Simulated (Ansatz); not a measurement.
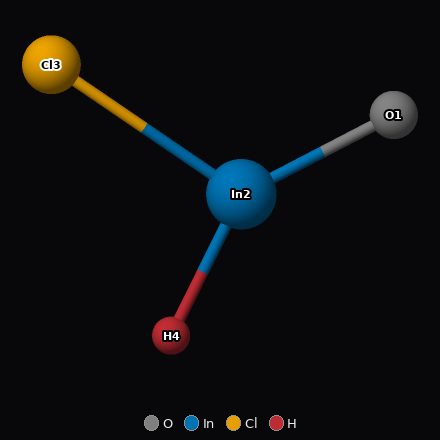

The system is ClHInO, SMILES [O-][InH][Cl], charge −1; the picture shows the reference structure. The first coordinate is: bond length O1–In2; the second: angle O1–In2–H4. Nothing is relaxed (all other coordinates rigid). The grid has 11 × 11 points. Points are written as (first, second). All energies are given in kJ/mol relative to the relaxed molecule at the same level. The calculation used RKS B3LYP-D4/def2-TZVPD (Ansatz).

Its coordinates:

```json
{"atom": "O", "x (Å)": "-1.9719", "y (Å)": "-0.6508", "z (Å)": "0.2472"}
{"atom": "In", "x (Å)": "-0.2941", "y (Å)": "0.1323", "z (Å)": "-0.1368"}
{"atom": "Cl", "x (Å)": "1.7794", "y (Å)": "-0.8949", "z (Å)": "0.8990"}
{"atom": "H", "x (Å)": "0.4866", "y (Å)": "1.4133", "z (Å)": "-1.0093"}
```

Range: bond length O1–In2 from 1.664 to 2.364 Å; angle O1–In2–H4 from 98.8 to 179.0°.

**Predict the map.**

The lowest grid point is at (1.874 Å, 146.9°), 0.7 kJ/mol from the relaxed molecule at the same level. It is the only kind of minimum in the scanned range. The highest grid point, (2.364 Å, 179.0°), lies 196 kJ/mol above the lowest. Round the minimum the two coordinates are weakly coupled (coupling 0.09 in units of the two stiffnesses).

| angle O1–In2–H4 ↓, bond length O1–In2 → | 1.664 | 1.734 | 1.804 | 1.874 | 1.944 | 2.014 | 2.084 | 2.154 | 2.224 | 2.294 | 2.364 |
| --- | --- | --- | --- | --- | --- | --- | --- | --- | --- | --- | --- |
| 179.0 | 163 | 107 | 78 | 68 | 71 | 83 | 101 | 123 | 147 | 172 | 196 |
| 171.0 | 132 | 76 | 47 | 37 | 41 | 54 | 73 | 96 | 121 | 147 | 173 |
| 163.0 | 113 | 56 | 27 | 17 | 21 | 35 | 54 | 78 | 103 | 129 | 156 |
| 154.9 | 103 | 46 | 16 | 6 | 9 | 23 | 42 | 66 | 91 | 118 | 144 |
| 146.9 | 101 | 42 | 11 | 1 | 4 | 17 | 36 | 59 | 85 | 111 | 138 |
| 138.9 | 104 | 45 | 13 | 1 | 4 | 16 | 35 | 58 | 83 | 110 | 136 |
| 130.9 | 113 | 52 | 20 | 7 | 9 | 21 | 39 | 61 | 86 | 112 | 138 |
| 122.9 | 126 | 65 | 31 | 18 | 19 | 29 | 47 | 68 | 93 | 118 | 143 |
| 114.8 | 144 | 82 | 47 | 33 | 33 | 43 | 59 | 80 | 103 | 128 | 153 |
| 106.8 | 167 | 104 | 68 | 53 | 52 | 61 | 76 | 96 | 118 | 142 | 166 |
| 98.8 | 196 | 131 | 94 | 78 | 76 | 83 | 98 | 116 | 137 | 160 | 182 |

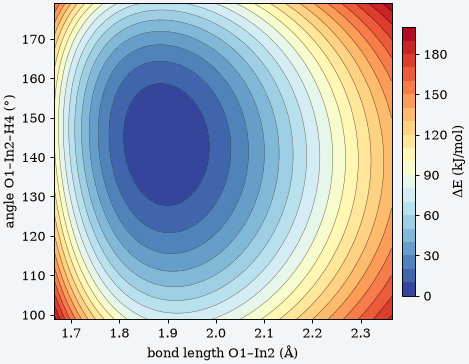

In the figure: filled contours. Between grid points the surface is interpolated.

Time for the 121 points that were run: 14 min on 1 thread of Arm Neoverse V1, on a shared host.
